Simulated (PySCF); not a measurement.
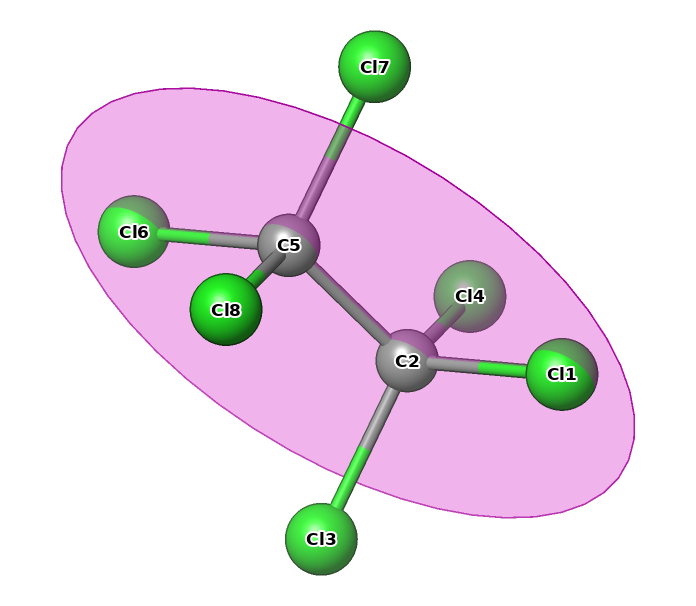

A disc through the centre of mass is drawn in. Depth is shown by fading: the farther an atom, the more it takes the colour of the background. The geometry was computed by an optimisation with PBE0-D3(BJ)/def2-SVP. No frequency run is at hand to confirm it as a minimum.

Question: Is the plane of the disc a mirror plane of the structure?

Answer: Yes. The reflection leaves Cl1, C2, C5, Cl6 in place and moves Cl3 ↔ Cl4; Cl7 ↔ Cl8. The point group is D3d.
